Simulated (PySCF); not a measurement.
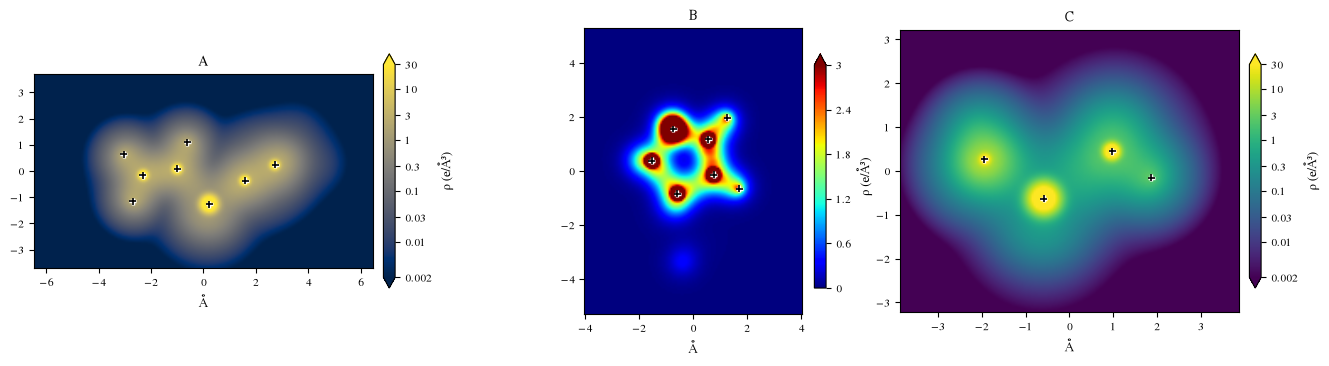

The total electron density of 3 systems, each on a plane through atoms (crosses mark nuclei in the plane).

Method: PySCF, PBE0/pcSseg-1, SCF density, gas phase, non-relativistic.

System 1: C₅H₈O₂, the plane of atoms C4, C5 and H13. Geometry: GFN2-xTB.

```xyz
15

C    -2.0838   -0.7025    0.5023
O    -1.0228    0.1780    0.7694
C    -0.1082    0.3275   -0.3034
C     0.8419   -0.8320   -0.4812
C     2.0706   -0.4174   -0.2022
O     2.1804    0.8941    0.1115
C     0.8743    1.4590    0.0589
H    -2.6553   -0.3762   -0.3761
H    -2.7251   -0.6811    1.3810
H    -1.7333   -1.7264    0.3351
H    -0.6762    0.5413   -1.2251
H     0.5400   -1.8212   -0.7564
H     2.9979   -0.9620   -0.2017
H     0.8774    2.2667   -0.6767
H     0.6177    1.8602    1.0427
```

System 2: C₅H₇P (SMILES C=CP=C=CC), the plane of atoms P3, C2 and H9. Geometry: GFN2-xTB.

```xyz
13

C     3.3098    0.2518   -0.2773
C     2.0016    0.1123   -0.4456
P     1.0383   -1.1295    0.4765
C    -0.4511   -0.7976   -0.1304
C    -1.6771   -0.6186   -0.5204
C    -2.6541    0.3187    0.1249
H     3.8586   -0.3625    0.4180
H     3.8831    0.9834   -0.8243
H     1.4567    0.7331   -1.1450
H    -2.0513   -1.1448   -1.3939
H    -2.9234    1.1138   -0.5705
H    -2.2317    0.7614    1.0232
H    -3.5638   -0.2210    0.3858
```

System 3: CH₆OSi (SMILES C[SiH2]O), the plane of atoms Si2, C1 and H4. Geometry: GFN2-xTB.

```yaml
atoms:
  - { symbol: C, position_ang: [-1.1701, -0.0469, -0.0194] }
  - { symbol: Si, position_ang: [0.6909, -0.4179, 0.0529] }
  - { symbol: O, position_ang: [1.5786, 0.8648, -0.4153] }
  - { symbol: H, position_ang: [-1.7538, -0.9339, 0.2042] }
  - { symbol: H, position_ang: [-1.4674, 0.2996, -1.0058] }
  - { symbol: H, position_ang: [-1.4602, 0.7191, 0.6963] }
  - { symbol: H, position_ang: [1.0961, -1.4144, -0.9290] }
  - { symbol: H, position_ang: [1.0410, -0.7953, 1.4270] }
  - { symbol: H, position_ang: [1.4586, 1.7309, -0.0361] }
```

Q: Which map belongs to which system?

A: Panel A is system 2, C₅H₇P: the plane holds C, P and H. C–C (1.30 Å): the density is about 2.4 e/Å³ at the midpoint. Panel B is system 1, C₅H₈O₂: the plane holds C, O and H. C–C (1.33 Å): ρ at the midpoint is about 2.3 e/Å³. Panel C is system 3, CH₆OSi: the plane holds C, Si, O and H. Si–O (1.63 Å): the density is about 1.2 e/Å³ at the midpoint.
